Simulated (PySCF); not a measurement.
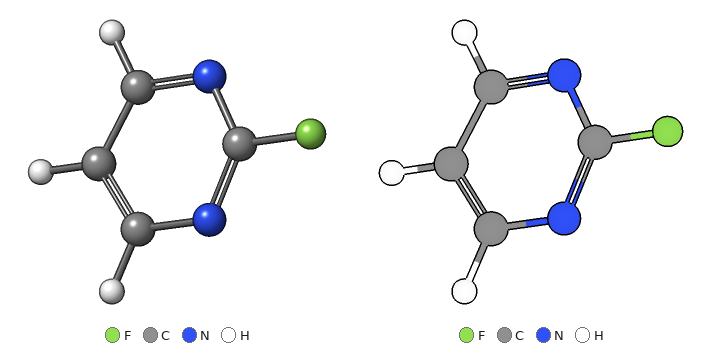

Two views of one molecule.

Which formula does it have?

C₄H₃FN₂, 10 atoms: 4 carbon, 3 hydrogen, 1 fluorine and 2 nitrogen.

How many atoms are distinct by symmetry?

7: 1 F, 1 C, 2 N, 2 C, 1 C, 2 H, 1 H.

Name some functional groups or characteristic bonds that it holds.

Among them: C–F bond.

How many bonds of each kind are drawn?

4 C–N, 3 C–H, 2 C–C, 1 C–F.

Give a SMILES string for it.

Fc1ncccn1

The parts below concern this one geometry. Atoms keep their numbers from picture to picture. The geometry was computed by an optimisation with PBE0-D3(BJ)/def2-TZVP. No frequency run is at hand to confirm it as a minimum.

Shape

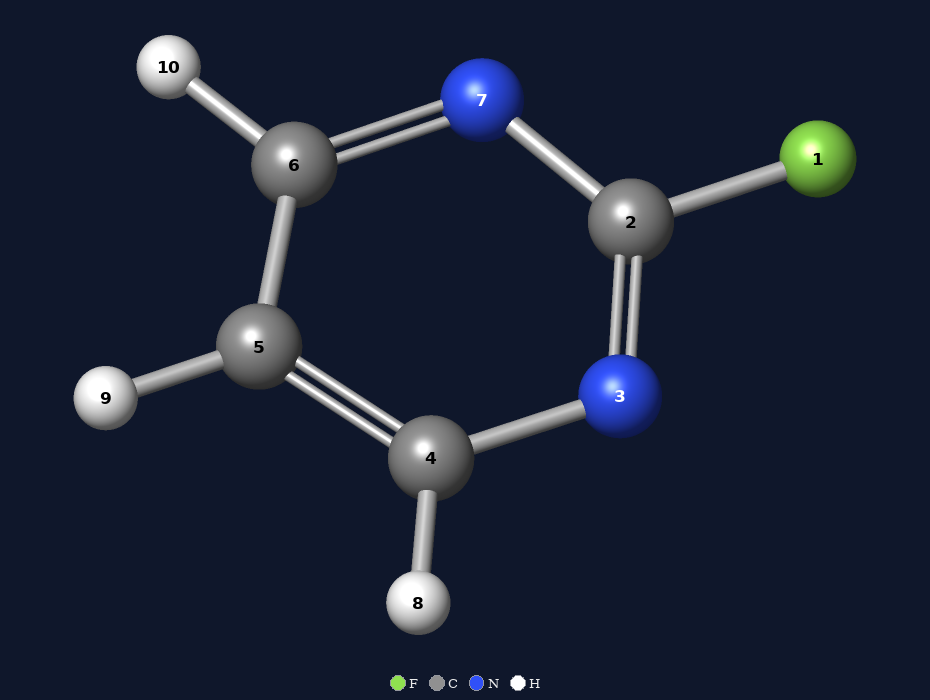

No frequency run is at hand to confirm it as a minimum.

What are the angles F1–C2–N3, N3–C2–N7, C4–C5–C6, C4–C5–H9, N3–C4–C5, C5–C4–H8, N3–C4–H8, C2–N3–C4?

```json
{"angle": "F1–C2–N3", "degrees": "115.4"}
{"angle": "N3–C2–N7", "degrees": "129.2"}
{"angle": "C4–C5–C6", "degrees": "116.3"}
{"angle": "C4–C5–H9", "degrees": "121.9"}
{"angle": "N3–C4–C5", "degrees": "122.3"}
{"angle": "C5–C4–H8", "degrees": "121.4"}
{"angle": "N3–C4–H8", "degrees": "116.2"}
{"angle": "C2–N3–C4", "degrees": "114.9"}
```

Charges

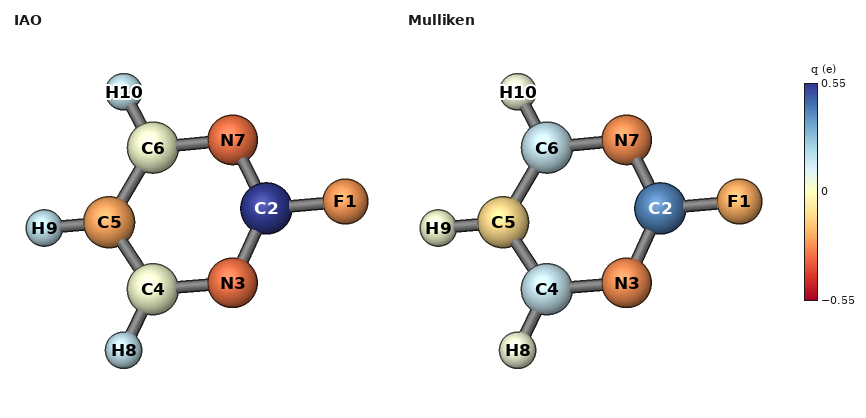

Atomic charges of one calculation by 2 schemes, on one colour scale. No frequency run is at hand to confirm it as a minimum. Level of theory: PBE0/pcSseg-2 (PySCF 2.14.0).

Which scheme gives the most polar picture (largest mean size of the charges)?

The IAO charges are the largest in size here.

On which atom do the schemes disagree most?

On C2 (from 0.41 to 0.54 e); C4 (from 0.03 to 0.16 e); C6 (from 0.03 to 0.16 e); H9 (from 0.04 to 0.17 e).

List the charges (e), one line for each set of equivalent atoms.

```tsv
atom	IAO	Mulliken
F1	−0.25	−0.21
C2	0.54	0.41
N3, N7	−0.32	−0.27
C4, C6	0.03	0.16
C5	−0.23	−0.12
H8, H10	0.17	0.05
H9	0.17	0.04
```

Quadrupole coupling

No frequency run is at hand to confirm it as a minimum. Electric field gradients from the ground-state density, PBE0/pcSseg-2 (PySCF 2.14.0), non-relativistic apart from any core potentials.

Give the largest field-gradient component, the quadrupole coupling constant and the asymmetry for 14N at N3 (Q = 20.44 mb), 2H at H8 (Q = 2.86 mb), 2H at H9 (Q = 2.86 mb).

```tsv
atom	V_zz (a.u.)	e²qQ/h (MHz)	η
N3	−1.000	−4.80	0.23
H8	0.284	0.191	0.05
H9	0.298	0.200	0.07
```

Ring current

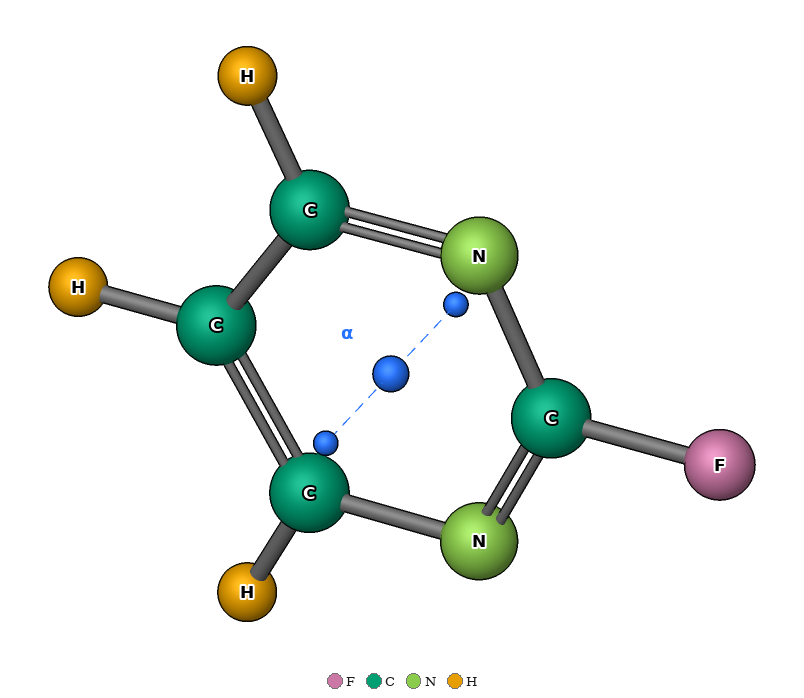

The small points mark where nucleus-independent chemical shifts (NICS) were computed: at the centre of each lettered ring and 1 Å above and below it. No frequency run is at hand to confirm it as a minimum. Level of theory: GIAO ωB97X-D/pcSseg-2 NMR shielding, non-relativistic, gas phase (PySCF 2.14.0).

Give NICS(0), NICS(1) and the out-of-plane component NICS(1)zz for each ring (means of the two sides).

```json
{"ring": "α", "members": "C4N2", "NICS(0)": "−6.7", "NICS(1)": "−9.4", "NICS(1)zz": "−26.3"}
```

Values in ppm.

What do the values say about the ring currents?

Ring α: diatropic, as in an aromatic ring. NICS is one index among several.

Dipole moment

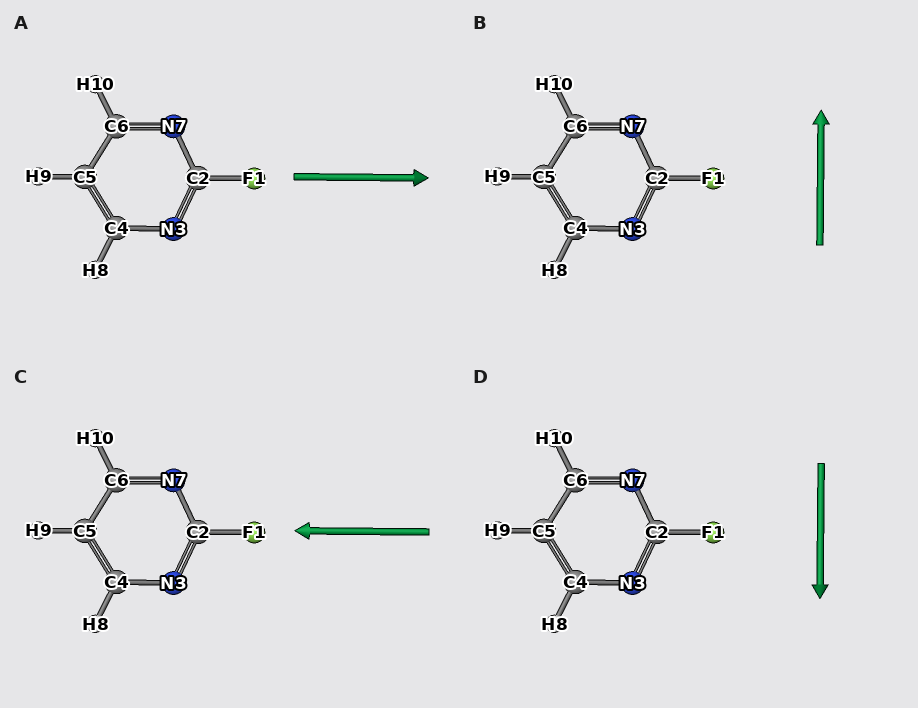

The same molecule four times, each with an arrow. No frequency run is at hand to confirm it as a minimum. Level of theory: WP04/pcSseg-2 in chloroform (IEF-PCM) (PySCF 2.14.0).

Which arrow points along the dipole moment, from the negative to the positive end?

C. The dipole moment is 5.05 D; it points from the side of F1 to the side of H9 (the outermost atoms at the two ends).

Mulliken values depend strongly on the basis set and can even reverse the polarity of a bond.
